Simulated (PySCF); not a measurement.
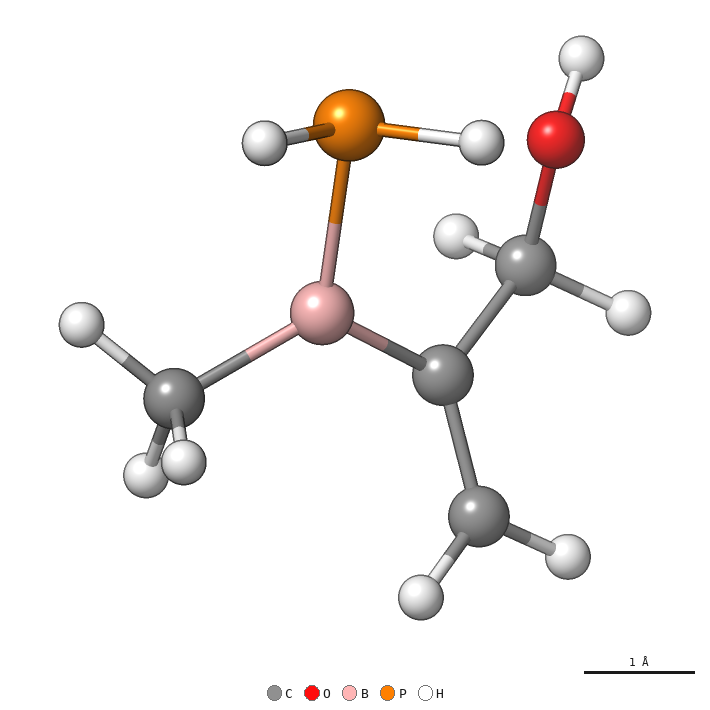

Ball-and-stick drawing of a structure.

The geometry was computed by an optimisation with GFN2-xTB. No frequency run is at hand to confirm it as a minimum.

Describe the molecule.

The molecule is C₄H₁₀BOP. SMILES: `C=C(CO)B(C)P`. It has no ring. Among its groups: alcohol, alkene. This geometry has C1 symmetry. Coordination: 2 C trigonal planar; 2 C tetrahedral; 1 O bent; 1 B trigonal planar; 1 P trigonal pyramidal.

More results for the same structure follow; atom numbers are the same in all pictures, views and colours differ.

**Geometry**

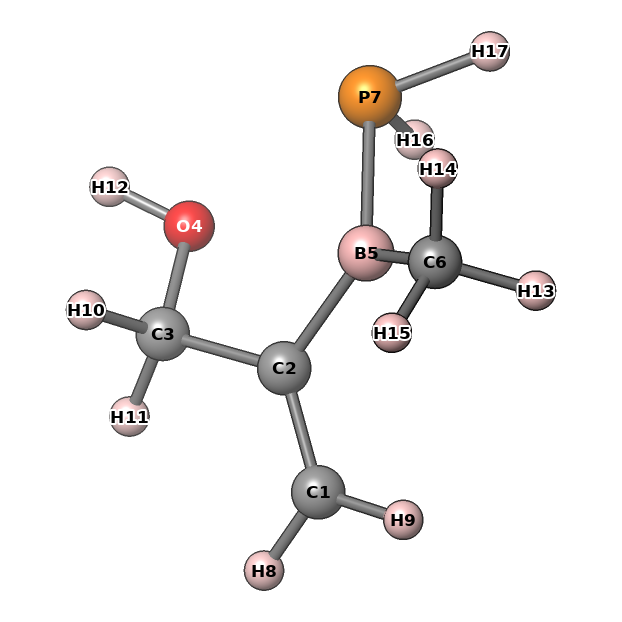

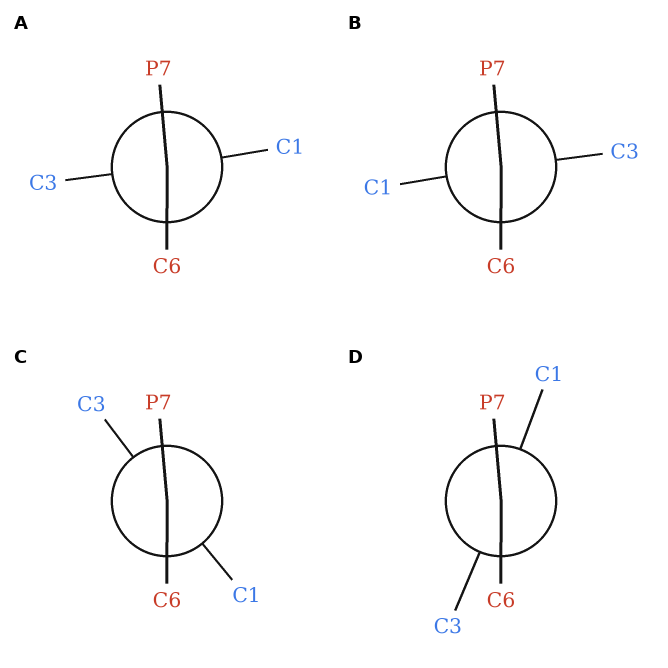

Distant atoms are faded towards the background colour. Bonds that would overlap in a projection are set slightly apart. No frequency run is at hand to confirm it as a minimum.

Which Newman projection shows the view along B5–C2, with B5 in front?

C. The torsion angle P7–B5–C2–C3 is −32°, synclinal (gauche).

**Dipole moment**

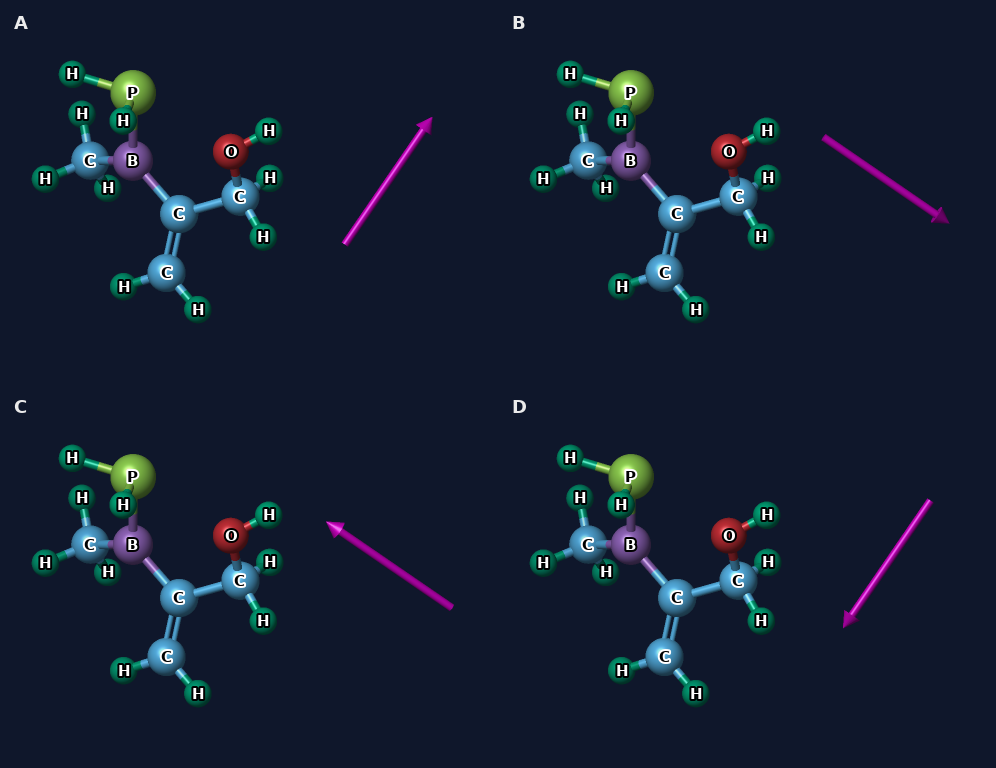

The same molecule four times, each with an arrow. No frequency run is at hand to confirm it as a minimum. Method: B3LYP/def2-SVPD, gas phase (PySCF 2.14.0).

Which arrow points along the dipole moment, from the negative to the positive end?

B. The dipole moment is 2.04 D.

**Excitation**

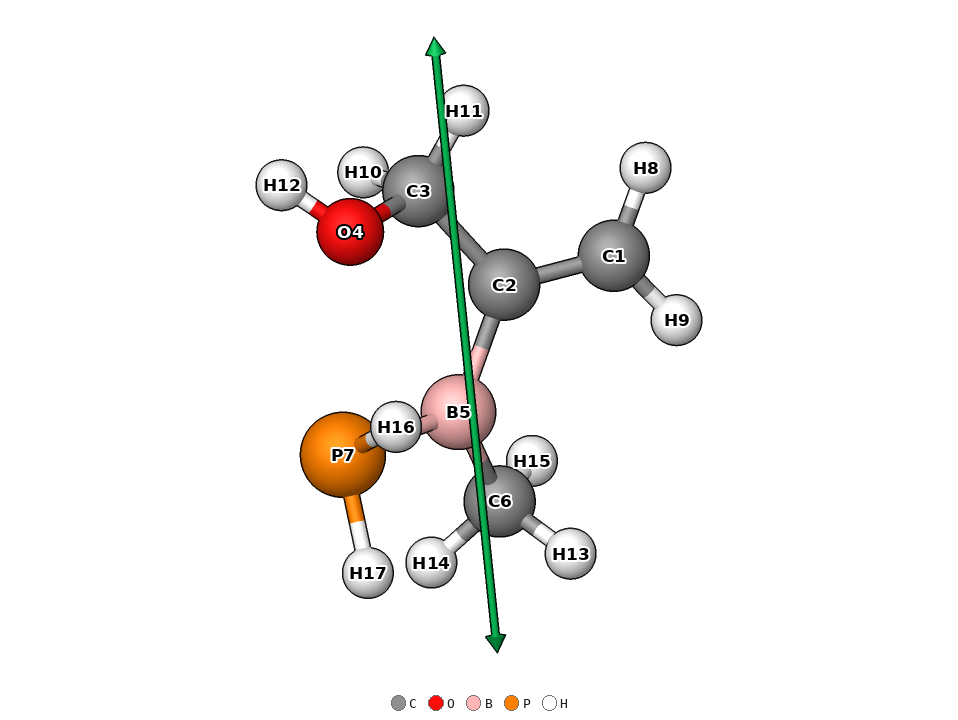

The double arrow shows the direction of the transition dipole to excited singlet state 3 (its length means nothing). No frequency run is at hand to confirm it as a minimum. Method: TDDFT B3LYP/def2-SVPD, vertical, gas phase, core orbitals frozen in the response (PySCF 2.14.0).

Give its energy, strength and character.

5.39 eV (230 nm), oscillator strength 0.028, of mixed character, with the largest part HOMO → LUMO+1 (weight 0.43); transition dipole 1.18 D.

**Polarisability**

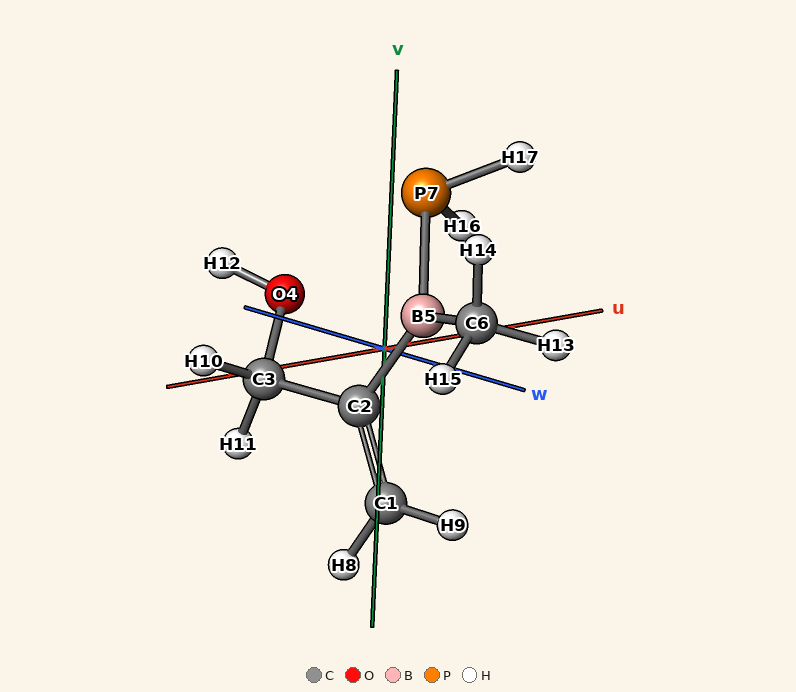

The lines u, v and w are the principal axes of the static dipole polarisability. No frequency run is at hand to confirm it as a minimum. Level of theory: B3LYP/def2-SVPD (PySCF 2.14.0).

Along which axis is the molecule most polarisable, and along which least?

Most along v, least along w.

Give the three principal values.

u 99.2, v 123.2, w 74.5 bohr³; mean 99.0, anisotropy 42.2 bohr³.

The geometry is semi-empirical. Around B, P such bond lengths and angles can be off by a tenth of an ångström or more and by several degrees, and values that hang on the shape move with them.
